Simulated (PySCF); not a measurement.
C₆H₁₀N₂Si

Input file:

```
{"job": {"kind": "nmr", "xc": "PBE0", "basis": "pcSseg-1"}, "charge": 0, "multiplicity": 1}
N      3.617861     0.957017     1.792099
C      2.703199     0.312711     1.546057
Si     1.199679    -0.718787     1.135424
C      0.617313    -0.060400    -0.561099
C      0.082576     1.370329    -0.445731
C     -1.285571     1.364317     0.171711
N     -2.077389     0.393441     0.252265
C     -1.732175    -0.892901    -0.286721
C     -0.488644    -0.918030    -1.176726
H      0.249168    -0.484203     2.223012
H      1.631065    -2.114834     1.032834
H      1.476917    -0.060441    -1.243425
H      0.749150     2.003110     0.146220
H      0.002096     1.829431    -1.438283
H     -1.634601     2.302786     0.590946
H     -1.608269    -1.567900     0.568231
H     -2.610816    -1.241632    -0.839481
H     -0.155701    -1.948671    -1.313258
H     -0.745662    -0.516093    -2.161536
```

Run with:

```sh
OMP_NUM_THREADS=1 python probes_run.py task.json out
```

Geometry: GFN2-xTB.

Level of theory: PySCF, PBE0/pcSseg-1, SCF density, gas phase, non-relativistic.

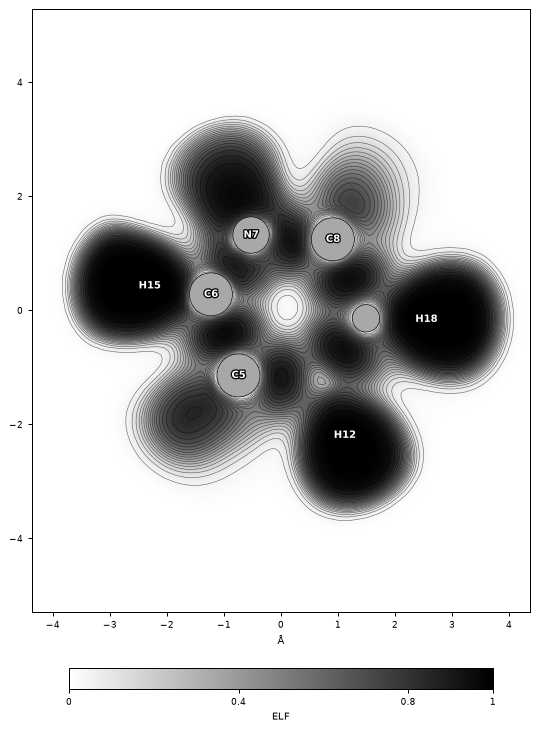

Figure 1. Electron localisation function on the plane of atoms C5, C6 and N7. Grey discs cover the atomic cores.

Q: Describe what can be read from this map.

A: The section cuts through C, N and H sites.
C–C (1.50 Å): the ELF peaks at about 0.95 between the atoms, as expected for a shared electron pair.
C–H (1.09 Å): the ELF climbs to about 1 towards the hydrogen, as it does in any bond to H: a covalent bond by its length.
C–N (1.26 Å): the ELF peaks at about 0.90 between the atoms; a multiple bond.
The ELF also peaks beside N7, away from the bonds: lone-pair regions.

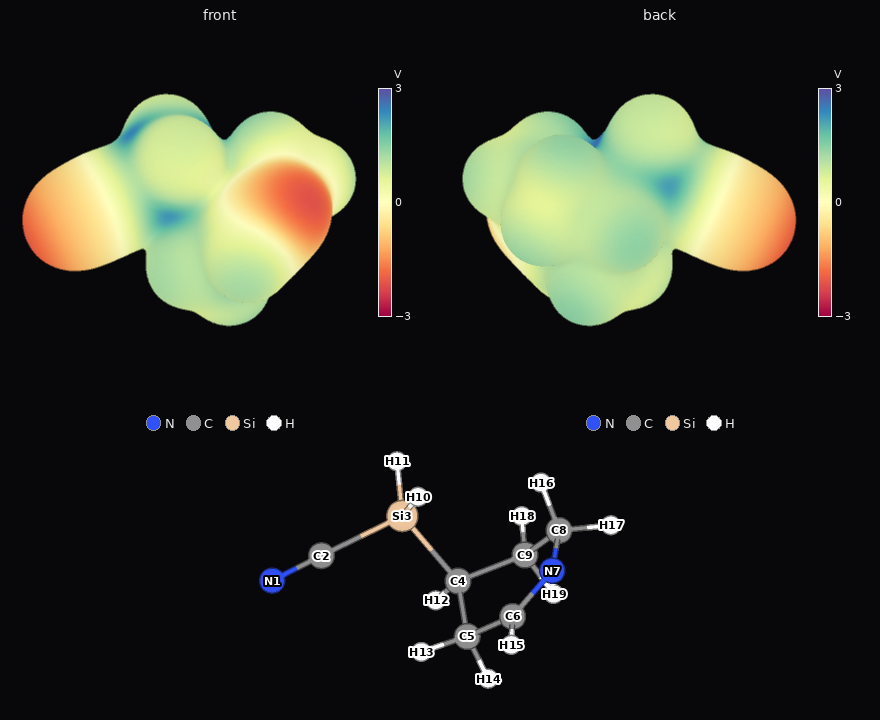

Figure 2. The electrostatic potential painted on the density surface at 0.004 e/bohr³, seen from the front and from behind; the colour scale runs from red (negative) to blue (positive). The bare structure is drawn below in the same view.

Q: Where is the surface potential most negative and most positive?

A: The most negative region (about −2.0 V) lies over N7, the most positive (about +2.5 V) over Si3. N7 is the likeliest acceptor of a hydrogen bond.
